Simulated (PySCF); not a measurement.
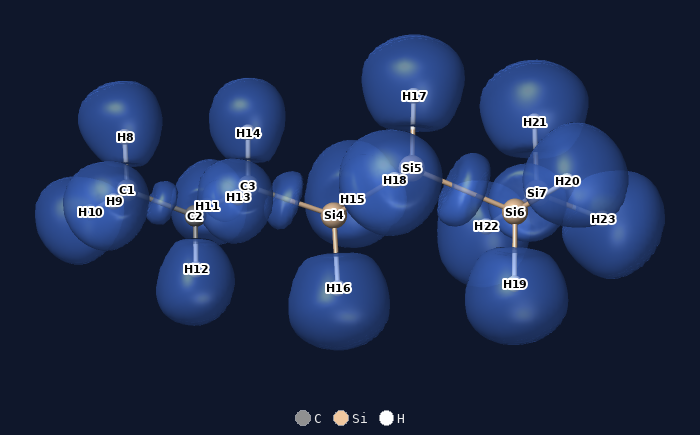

Figure. C3H16Si4. Isosurface of the ELF at 0.8 (blue), seen from one side. Only the valence region is drawn (cores and ρ < 0.01 e/Å³ removed).

Geometry: PBE0-D3(BJ)/def2-SVP.

Method: PySCF, PBE0/pcSseg-1, SCF density, gas phase, non-relativistic.

```xyz
23

C    -4.4669   -0.8443    0.3971
C    -3.0867   -0.3747    0.8320
C    -2.0515   -0.4271   -0.2911
Si   -0.3142    0.1154    0.2192
Si    1.2075    0.0154   -1.5637
Si    3.2939    0.8077   -0.8442
Si    3.9745   -0.4632    1.0064
H    -4.4378   -1.8853    0.0363
H    -4.8588   -0.2219   -0.4233
H    -5.1900   -0.7979    1.2259
H    -2.7397   -0.9882    1.6819
H    -3.1543    0.6569    1.2195
H    -2.3705    0.2090   -1.1362
H    -1.9784   -1.4515   -0.6986
H     0.2027   -0.7650    1.3174
H    -0.3374    1.5180    0.7479
H     1.3648   -1.4070   -2.0118
H     0.7085    0.8144   -2.7296
H     3.1650    2.2428   -0.4337
H     4.3187    0.7182   -1.9330
H     4.0464   -1.9084    0.6265
H     2.9755   -0.3107    2.1091
H     5.3150   -0.0293    1.5082
```

Question: Identify the bonds, lone pairs and shells in this picture.

Answer: The ELF exceeds this value in two regions between bonded C–C atoms (shared pairs), one region between bonded C–Si atoms (shared pairs), three regions between bonded Si–Si atoms (shared pairs) and 16 regions around hydrogen nuclei.

Values along the shortest contacts:
C–C (1.52 Å): the ELF peaks at about 0.95 between the atoms: a shared electron pair. C–Si (1.89 Å): the ELF peaks at about 0.95 between the atoms (localised, covalent bonding).
